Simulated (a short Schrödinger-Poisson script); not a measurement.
Stack: symmetric double-gate stack, SiO2 on p-type Si(100), at 300 K.

```csv
layer,material,thickness (nm),Na (cm⁻³)
1,SiO2,2.1,-
2,Si,10,2e18
3,SiO2,2.1,-
```

Constants are typed, rounded textbook-type inputs, not results; the design itself was drawn at random and stands for no fabricated device. SiO2: permittivity 3.9, conduction-band edge (eV) 3.15, gap (eV) 9, electron mass (mₑ) 0.5. Si: permittivity 11.7, conduction-band edge (eV) 0, gap (eV) 1.124, Nv at 300 K (cm⁻³) 3.1e19.

Channel valleys (confinement mass, in-plane density-of-states mass, number): Δ2 0.916, 0.19, 2; Δ4 0.19, 0.417, 4. At the gates, both at one voltage, the conduction-band edge of layer 1 lies 3.61 eV − eVg above the Fermi level of the channel. Gaps are held at their typed values at every temperature. Mesh 0.03 nm at interfaces.

From a short Schrödinger-Poisson script (our own, NumPy): 1D Poisson equation in equilibrium, electrons quantum, Hartree (BenDaniel-Duke, 12 states a valley, the channel's in-plane mass for all, wave functions ending at the dielectric), parabolic valleys, classical holes, full ionisation, no traps, pinning or gate leakage.

Only gate voltages with over 1e8 electrons/cm² are shown.

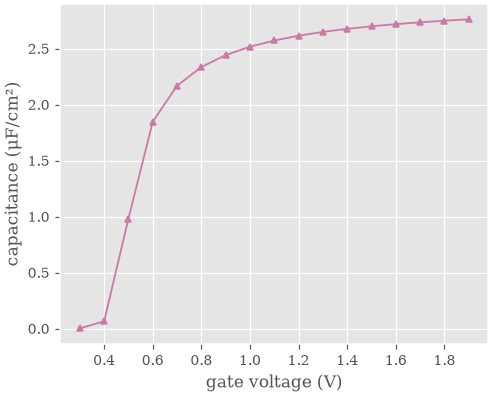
Figure. Quasi-static capacitance against gate voltage

| Vg (V) | electrons (cm⁻²) | C (μF/cm²) | Δ2 E0 (meV) | Δ2 E1 (meV) | Δ4 E0 (meV) | Δ4 E1 (meV) |
|---|---|---|---|---|---|---|
| 0.3 | 2.31e8 | < 0.003 | 293.8 | 300.6 | 310.6 | 364.1 |
| 0.4 | 1.07e10 | 0.0659 | 194.5 | 201.2 | 211.3 | 264.8 |
| 0.5 | 2.65e11 | 0.983 | 111.5 | 117.4 | 128.8 | 181.3 |
| 0.6 | 1.19e12 | 1.85 | 71.7 | 75.5 | 91.2 | 140.7 |
| 0.7 | 2.46e12 | 2.17 | 50.9 | 53.0 | 74.3 | 120.4 |
| 0.8 | 3.87e12 | 2.34 | 36.4 | 37.5 | 64.6 | 107.7 |
| 0.9 | 5.36e12 | 2.44 | 24.8 | 25.4 | 58.2 | 98.6 |
| 1 | 6.91e12 | 2.52 | 15.1 | 15.5 | 53.5 | 91.8 |
| 1.1 | 8.50e12 | 2.57 | 6.7 | 6.9 | 49.9 | 86.3 |
| 1.2 | 1.01e13 | 2.61 | -0.9 | -0.7 | 47.0 | 81.8 |
| 1.3 | 1.18e13 | 2.65 | -7.7 | -7.6 | 44.6 | 77.9 |
| 1.4 | 1.34e13 | 2.68 | -14.1 | -14.1 | 42.5 | 74.5 |
| 1.5 | 1.51e13 | 2.70 | -20.1 | -20.1 | 40.6 | 71.5 |
| 1.6 | 1.68e13 | 2.72 | -25.8 | -25.8 | 38.9 | 68.7 |
| 1.7 | 1.85e13 | 2.73 | -31.3 | -31.3 | 37.4 | 66.2 |
| 1.8 | 2.02e13 | 2.75 | -36.5 | -36.5 | 35.9 | 63.8 |
| 1.9 | 2.19e13 | 2.76 | -41.6 | -41.6 | 34.5 | 61.6 |

Subbands count from the Fermi level. The capacitance is that of both gates.
